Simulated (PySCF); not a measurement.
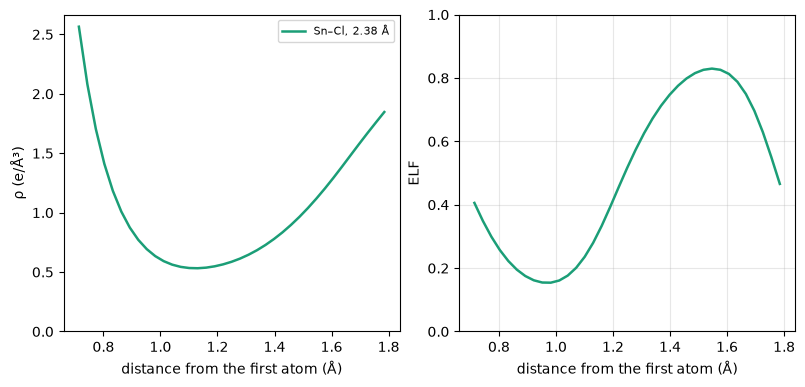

Figure. SnCl (doublet). Electron density and ELF along straight lines between neighbouring atoms. The curves leave out the atomic cores.

Core potentials replace the inner electrons of Sn.

Level of theory: PBE0/cc-pVTZ(-PP), non-relativistic Hamiltonian with scalar-relativistic core potentials where named, at a bond length of 2.380 Å (PySCF 2.14.0).

What can be read from the curves?

Answer. Sn–Cl (2.38 Å): the density is about 0.55 e/Å³ at the midpoint; the ELF peaks at about 0.85 in the valence shell of Cl, 0.8 Å from its nucleus, and drops to about 0.15 between the two atoms.
